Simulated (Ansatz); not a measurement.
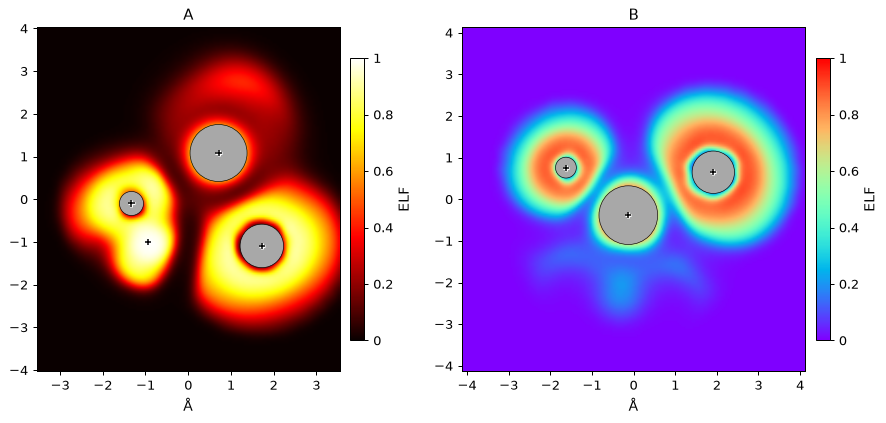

The ELF of 2 systems, each on a plane through atoms (crosses mark nuclei in the plane; grey discs cover the cores).

All numbers below come from RKS PBE/def2-SVP in Ansatz.

System 1: ClF2H3W, the plane of atoms Cl2, W1 and F3. Core potentials replace the inner electrons of W.

```xyz
7

W     0.2808   -0.2808    0.2688
Cl   -0.3168    0.3168    2.3932
F     1.9981    0.2600   -0.2865
H    -0.0887    1.3271   -0.0636
H    -1.3271    0.0887   -0.0636
F    -0.2600   -1.9981   -0.2865
H    -0.1562    0.1562   -1.2919
```

System 2: Cl2H3InO, the plane of atoms O3, In1 and Cl5. Core potentials replace the inner electrons of In.

```xyz
7

In   -0.5610    1.1248    0.0661
Cl   -0.6626    0.6422    2.4185
O     1.5014   -0.0092    0.1830
H     1.2072   -0.8238   -0.2873
Cl   -1.2928   -0.7812   -1.1953
H    -0.4540    2.7107   -0.5773
H     1.4200   -0.2412    1.1384
```

Question: Match each panel to its system.

Answer: Panel A is system 2, Cl2H3InO: the plane holds In, O, H and Cl. In–O (2.36 Å): the ELF is about 0.10 at the midpoint. Panel B is system 1, ClF2H3W: the plane holds W, Cl and F. W–F (1.88 Å): the ELF peaks at about 0.85 in the valence shell of F, 0.5 Å from its nucleus, and drops to about 0.25 between the two atoms.
